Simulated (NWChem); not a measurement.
# One shape, several levels: C2H3O (acetyl radical)

Wanted: a comparison of 4 runs (UHF/STO-3G, UHF/3-21G, UB3LYP/6-31G*) of C2H3O (acetyl radical). 

The calculation is run with NWChem 7.3.0.

### Step 1. The molecule

C2H3O has 6 atoms, charge 0, and is taken as a doublet. SMILES: `C[C]=O`. Geometry: relaxed at PBE0-D4/def2-TZVP.

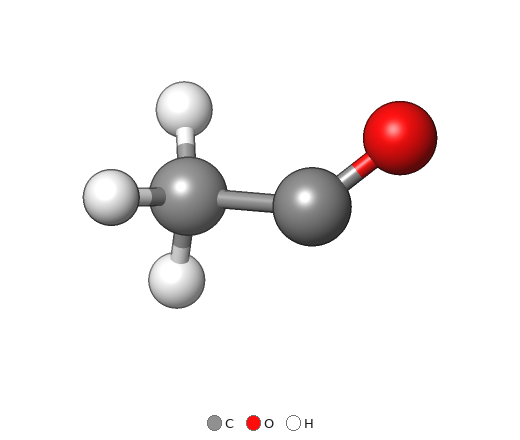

The structure, seen from a chosen angle (carbon grey, oxygen red, hydrogen white).

### Step 2. Energy and forces at UHF/STO-3G (run 1)

Input file a.nw:

```
start a
memory 2200 mb
charge 0
geometry noautosym nocenter noautoz
   C    -0.150600    0.360900   -0.246200
   C    -0.095300   -0.937800    0.496900
   O     0.811800   -1.439800    1.050900
   H    -0.929700    0.983800    0.196900
   H     0.814100    0.875700   -0.222400
   H    -0.450200    0.157100   -1.276100
end
basis spherical bse
   C library STO-3G
   O library STO-3G
   H library STO-3G
end
scf
   nopen 1
   uhf
   thresh 1e-08
   maxiter 80
   print medium
end
task scf gradient
```

On the command line:

```console
$ nwchem a.nw > a.out
```

Log:

```text
[...]
  functions       =    18
[...]
  wavefunction    = UHF
[...]
         Total SCF energy =   -150.325165300570
      One electron energy =   -330.769714120434
      Two electron energy =    117.188721536603
 Nuclear repulsion energy =     63.255827283261
                       Sz =      0.5000
                 Sz(Sz+1) =      0.7500
                      S^2 =      0.8480
[...]
                         UHF ENERGY GRADIENTS
    atom               coordinates                        gradient
                 x          y          z           x          y          z
   1 C      -0.284593   0.682002  -0.465251    0.007739  -0.023431   0.016091
   2 C      -0.180091  -1.772185   0.939005    0.053629  -0.006293   0.019501
   3 O       1.534080  -2.720827   1.985913   -0.057654   0.034210  -0.036524
   4 H      -1.756878   1.859112   0.372087   -0.005677  -0.001212   0.001486
   5 H       1.538426   1.654833  -0.420275    0.006347   0.000233   0.001805
   6 H      -0.850755   0.296876  -2.411479   -0.004384  -0.003507  -0.002359
[...]
```

Wall time 1.5 s (1 thread of Intel Xeon Platinum 8559C (Emerald Rapids), shared host); peak memory 0.096 GiB.

### Step 3. Energy and gradient at UHF/3-21G (run 2)

Input file c2h3o.xyz:

```xyz
6

C     -0.150600     0.360900    -0.246200
C     -0.095300    -0.937800     0.496900
O      0.811800    -1.439800     1.050900
H     -0.929700     0.983800     0.196900
H      0.814100     0.875700    -0.222400
H     -0.450200     0.157100    -1.276100
```

Input file run.py:

```python
from ase.io import read
from ase.calculators.nwchem import NWChem

atoms = read('c2h3o.xyz')

calc = NWChem(
    label='c2h3o',
    theory='scf',
    memory='2200 mb',
    basis='3-21G',
    basispar='spherical bse',
    scf={'nopen': '1', 'uhf': None, 'thresh': '1e-08', 'maxiter': '80'},
)
atoms.calc = calc

forces = atoms.get_forces()
e = atoms.get_potential_energy()
print(f"E = {e:.6f} eV")
print("forces (eV/A):")
for s, f in zip(atoms.symbols, forces):
    print(f"{s:2s} {f[0]:10.5f} {f[1]:10.5f} {f[2]:10.5f}")
```

On the command line:

```console
$ export ASE_NWCHEM_COMMAND="nwchem PREFIX.nwi > PREFIX.nwo"
$ python run.py
```

Log:

```text
E = -4120.827442 eV
forces (eV/A):
C    -0.39322    0.57361   -0.45056
C    -0.24600    0.27665   -0.22348
O     0.59449   -0.68936    0.56580
H     0.27146   -0.08999   -0.12614
H    -0.37404   -0.19587   -0.00967
H     0.14727    0.12501    0.24400
```

The calculator wrote c2h3o.nwi:

```
title "c2h3o"

permanent_dir c2h3o

scratch_dir c2h3o

start c2h3o

geometry units angstrom nocenter noautosym noautoz
  C  -1.5060000000000001e-01 3.6090000000000000e-01 -2.4620000000000000e-01
  C  -9.5299999999999996e-02 -9.3779999999999997e-01 4.9690000000000001e-01
  O  8.1179999999999997e-01 -1.4398000000000000e+00 1.0508999999999999e+00
  H  -9.2969999999999997e-01 9.8380000000000001e-01 1.9689999999999999e-01
  H  8.1410000000000005e-01 8.7570000000000003e-01 -2.2239999999999999e-01
  H  -4.5019999999999999e-01 1.5709999999999999e-01 -1.2761000000000000e+00
end

memory 2200 mb

basis spherical bse noprint
   * library 3-21G
end

scf
  nopen 1
  uhf
  thresh 1e-08
  maxiter 80
end

task scf gradient
```

c2h3o.nwo:

```text
Northwest Computational Chemistry Package (NWChem) 7.3.0
             --------------------------------------------------------

           Job information
           ---------------

    nwchem branch   = 7.3.0
    use scalapack   = T
    input           = c2h3o.nwi
    prefix          = c2h3o.
    data base       = c2h3o/c2h3o.db
    status          = startup
    nproc           =        1

           Memory information
           ------------------

    heap     =     72089594 doubles =      550.0 Mbytes
    stack    =     72089599 doubles =      550.0 Mbytes
    global   =    144179200 doubles =     1100.0 Mbytes (distinct from heap & stack)
    total    =    288358393 doubles =     2200.0 Mbytes
    verify   = yes
    hardfail = no

           Directory information
           ---------------------

  0 permanent = c2h3o
  0 scratch   = c2h3o

                                NWChem Input Module
                                -------------------

                                       c2h3o
                                       -----

[... 26 lines left out ...]
            Nuclear Dipole moment (a.u.)
[... 82 lines left out ...]
 1-e energy   =    -329.675632
[... 7 lines left out ...]
         Quadratically convergent UHF
[... 15 lines left out ...]
       Final UHF  results
[... 3 lines left out ...]
      One electron energy =   -330.786511065149
[... 1 line left out ...]
 Nuclear repulsion energy =     63.255827283261
[... 34 lines left out ...]
          Final beta eigenvalues
[... 195 lines left out ...]
                     UHF Final Beta Molecular Orbital Analysis
[... 232 lines left out ...]
                              NWChem Gradients Module
                              -----------------------

                                       c2h3o

  wavefunction    =   UHF

                         UHF ENERGY GRADIENTS

    atom               coordinates                        gradient
                 x          y          z           x          y          z
   1 C      -0.284593   0.682002  -0.465251    0.007647  -0.011155   0.008762
   2 C      -0.180091  -1.772185   0.939005    0.004784  -0.005380   0.004346
   3 O       1.534080  -2.720827   1.985913   -0.011561   0.013406  -0.011003
   4 H      -1.756878   1.859112   0.372087   -0.005279   0.001750   0.002453
   5 H       1.538426   1.654833  -0.420275    0.007274   0.003809   0.000188
   6 H      -0.850755   0.296876  -2.411479   -0.002864  -0.002431  -0.004745

                 ----------------------------------------
                 |  Time  |  1-e(secs)   |  2-e(secs)   |
                 ----------------------------------------
                 |  CPU   |       0.00   |       0.07   |
                 ----------------------------------------
                 |  WALL  |       0.00   |       0.07   |
                 ----------------------------------------

 Task  times  cpu:        0.9s     wall:        0.9s
 Total times  cpu:        0.9s     wall:        0.9s
```

It took 1.9 s on 1 thread of Intel Xeon Platinum 8559C (Emerald Rapids), shared host; peak memory 0.097 GiB.

### Step 4. Energy and gradient at UB3LYP/6-31G(d) (spherical functions) (run 3)

Input file run.py:

```python
from ase import Atoms
from ase.calculators.nwchem import NWChem

atoms = Atoms(['C', 'C', 'O', 'H', 'H', 'H'], positions=[
    [-0.150600, 0.360900, -0.246200],
    [-0.095300, -0.937800, 0.496900],
    [0.811800, -1.439800, 1.050900],
    [-0.929700, 0.983800, 0.196900],
    [0.814100, 0.875700, -0.222400],
    [-0.450200, 0.157100, -1.276100],
])

calc = NWChem(
    label='c2h3o',
    theory='dft',
    memory='2200 mb',
    basis='6-31G*',
    basispar='spherical bse',
    dft={'xc': 'b3lyp', 'mult': '2', 'grid': 'xfine', 'convergence': 'energy 1e-08', 'iterations': '100', 'mulliken': None},
)
atoms.calc = calc

forces = atoms.get_forces()
print("Total energy (eV):", round(atoms.get_potential_energy(), 6))
print("forces (eV/A):")
for s, f in zip(atoms.symbols, forces):
    print(f"{s:2s} {f[0]:10.5f} {f[1]:10.5f} {f[2]:10.5f}")
```

On the command line:

```console
$ export ASE_NWCHEM_COMMAND="nwchem PREFIX.nwi > PREFIX.nwo"
$ python run.py
```

Log:

```text
Total energy (eV): -4168.137423
forces (eV/A):
C     0.03332    0.21474   -0.11359
C    -1.16898    0.10382   -0.41205
O     1.13103   -0.55906    0.65558
H    -0.06906    0.10922    0.03548
H     0.08958    0.11426   -0.03456
H    -0.01594    0.01702   -0.13087
```

The calculator wrote c2h3o.nwi:

```
title "c2h3o"

permanent_dir c2h3o

scratch_dir c2h3o

start c2h3o

geometry units angstrom nocenter noautosym noautoz
  C  -1.5060000000000001e-01 3.6090000000000000e-01 -2.4620000000000000e-01
  C  -9.5299999999999996e-02 -9.3779999999999997e-01 4.9690000000000001e-01
  O  8.1179999999999997e-01 -1.4398000000000000e+00 1.0508999999999999e+00
  H  -9.2969999999999997e-01 9.8380000000000001e-01 1.9689999999999999e-01
  H  8.1410000000000005e-01 8.7570000000000003e-01 -2.2239999999999999e-01
  H  -4.5019999999999999e-01 1.5709999999999999e-01 -1.2761000000000000e+00
end

memory 2200 mb

basis spherical bse noprint
   * library 6-31G*
end

dft
  xc b3lyp
  mult 2
  grid xfine
  convergence energy 1e-08
  iterations 100
  mulliken
end

task dft gradient
```

c2h3o.nwo:

```text
Northwest Computational Chemistry Package (NWChem) 7.3.0
             --------------------------------------------------------

           Job information
           ---------------

    nwchem branch   = 7.3.0
    use scalapack   = T
    input           = c2h3o.nwi
    prefix          = c2h3o.
    data base       = c2h3o/c2h3o.db
    status          = startup
    nproc           =        1

           Memory information
           ------------------

    heap     =     72089594 doubles =      550.0 Mbytes
    stack    =     72089599 doubles =      550.0 Mbytes
    global   =    144179200 doubles =     1100.0 Mbytes (distinct from heap & stack)
    total    =    288358393 doubles =     2200.0 Mbytes
    verify   = yes
    hardfail = no

           Directory information
           ---------------------

  0 permanent = c2h3o
  0 scratch   = c2h3o

                                NWChem Input Module
                                -------------------

                                       c2h3o
                                       -----

[... 26 lines left out ...]
            Nuclear Dipole moment (a.u.)
[... 79 lines left out ...]
          Convergence on energy requested:  1.00D-08
[... 24 lines left out ...]
          Spatial weights used:  Erf1
[... 4 lines left out ...]
          total energy or number of iterations.
[... 28 lines left out ...]
 2-e energy   =     114.321276
[... 55 lines left out ...]
      One electron energy =     -332.459526089747
[... 2 lines left out ...]
 Nuclear repulsion energy =       63.255827283261
[... 800 lines left out ...]
          Convergence on energy requested:  1.00D-08
[... 24 lines left out ...]
          Spatial weights used:  Erf1
[... 4 lines left out ...]
          total energy or number of iterations.
[... 18 lines left out ...]
                            NWChem DFT Gradient Module
                            --------------------------

                                       c2h3o

  charge          =   0.00
  wavefunction    = open shell

                         DFT ENERGY GRADIENTS

    atom               coordinates                        gradient
                 x          y          z           x          y          z
   1 C      -0.284593   0.682002  -0.465251   -0.000648  -0.004176   0.002209
   2 C      -0.180091  -1.772185   0.939005    0.022733  -0.002019   0.008013
   3 O       1.534080  -2.720827   1.985913   -0.021995   0.010872  -0.012749
   4 H      -1.756878   1.859112   0.372087    0.001343  -0.002124  -0.000690
   5 H       1.538426   1.654833  -0.420275   -0.001742  -0.002222   0.000672
   6 H      -0.850755   0.296876  -2.411479    0.000310  -0.000331   0.002545

                 ----------------------------------------
                 |  Time  |  1-e(secs)   |  2-e(secs)   |
                 ----------------------------------------
                 |  CPU   |       0.00   |       0.42   |
                 ----------------------------------------
                 |  WALL  |       0.00   |       0.42   |
                 ----------------------------------------

 Task  times  cpu:       18.2s     wall:       18.2s
 Total times  cpu:       18.2s     wall:       18.2s
```

Run time: 20 s. Hardware: 1 thread of Intel Xeon Platinum 8559C (Emerald Rapids), shared host; peak memory 0.12 GiB.

### Step 5. Energy and forces at UB3LYP/6-31G(d) (Cartesian functions) (run 4)

Input file m1.nw:

```
START m1
TITLE "C2H3O"
memory total 2200 mb
GEOMETRY noautosym nocenter noautoz
   C     -0.150600     0.360900    -0.246200
   C     -0.095300    -0.937800     0.496900
   O      0.811800    -1.439800     1.050900
   H     -0.929700     0.983800     0.196900
   H      0.814100     0.875700    -0.222400
   H     -0.450200     0.157100    -1.276100
END
BASIS
   * library 6-31G*
END
DFT
   xc b3lyp
   mult 2
   grid xfine
   convergence energy 1e-08
   iterations 100
   mulliken
   noprint "final vectors analysis"
END
TASK dft gradient
```

On the command line:

```console
$ nwchem m1.nw > m1.out
```

Log:

```text
[...]
          Wavefunction type:  spin polarized.
          No. of atoms     :     6
          No. of electrons :    23
[...]
          Charge           :     0
          Spin multiplicity:     2
[...]
          AO basis - number of functions:    51
[...]
              XC Information
              --------------
                         B3LYP Method XC Potential
                     Hartree-Fock (Exact) Exchange  0.200
                        Slater Exchange Functional  0.800 local
                    Becke 1988 Exchange Functional  0.720 non-local
              Lee-Yang-Parr Correlation Functional  0.810
                  VWN I RPA Correlation Functional  0.190 local
[...]
 d= 0,ls=0.0,diis     1   -153.0925630279 -2.16D+02  1.46D-02  1.86D-01     1.9
[...]
 d= 0,ls=0.0,diis    10   -153.1792327343 -6.62D-09  1.37D-06  6.62D-09    17.4
[...]
         Total DFT energy =     -153.179232734290
      One electron energy =     -332.439960281351
           Coulomb energy =      136.499514802468
    Exchange-Corr. energy =      -20.494614538667
 Nuclear repulsion energy =       63.255827283261
[...]
      Total Density - Mulliken Population Analysis
     ---------------------------------------------
    Atom       Charge   Shell Charges
 -----------   ------   -------------------------------------------------------
    1 C    6     6.53   1.99  0.68  2.15  0.65  1.03  0.03
    2 C    6     5.73   1.99  0.76  1.84  0.57  0.55  0.03
    3 O    8     8.31   1.99  0.93  2.86  0.98  1.55  0.00
    4 H    1     0.81   0.52  0.29
    5 H    1     0.82   0.52  0.30
    6 H    1     0.81   0.52  0.29
[...]
      <S2> =      0.7522 (Exact =     0.7500)
[...]
  wavefunction    = open shell
                         DFT ENERGY GRADIENTS
    atom               coordinates                        gradient
                 x          y          z           x          y          z
   1 C      -0.284593   0.682002  -0.465251   -0.000731  -0.004190   0.002194
   2 C      -0.180091  -1.772185   0.939005    0.022896  -0.002015   0.008056
   3 O       1.534080  -2.720827   1.985913   -0.022071   0.010796  -0.012727
   4 H      -1.756878   1.859112   0.372087    0.001312  -0.002072  -0.000666
   5 H       1.538426   1.654833  -0.420275   -0.001714  -0.002189   0.000661
   6 H      -0.850755   0.296876  -2.411479    0.000308  -0.000329   0.002482
[...]
```

It took 21 s on 1 thread of Intel Xeon Platinum 8559C (Emerald Rapids), shared host; peak memory 0.13 GiB.

### Step 6. The series

```tsv
run	level	iteration cap	module	energy (Eh)	dipole moment (D)	HOMO energy (eV)	LUMO energy (eV)	wall time
1	UHF/STO-3G	80	scf	-150.325165	1.70	-7.20	7.88	1.5 s
2	UHF/3-21G	80	scf	-151.437617	2.90	-9.49	3.86	1.9 s
3	UB3LYP/6-31G* (spherical functions)	100	dft	-153.176226	2.40	-5.06	-1.26	20 s
4	UB3LYP/6-31G* (Cartesian functions)	100	dft	-153.179233	2.41	–	–	21 s
```

### Step 7. Summary of results

| quantity | value |
| --- | --- |
| run 4: total energy | -153.17923 Eh |
| run 4: dipole moment | 2.41 D |
| run 4: ⟨S²⟩ | 0.752 |
| run 4: largest force on an atom | 1.423 eV/Å |

What this shows: The dipole moment (its size) runs from 1.70 D (UHF/STO-3G) to 2.90 D (UHF/3-21G). In run 1 the basis is minimal, so the values are rough. All runs together took 44 s, the longest 21 s.
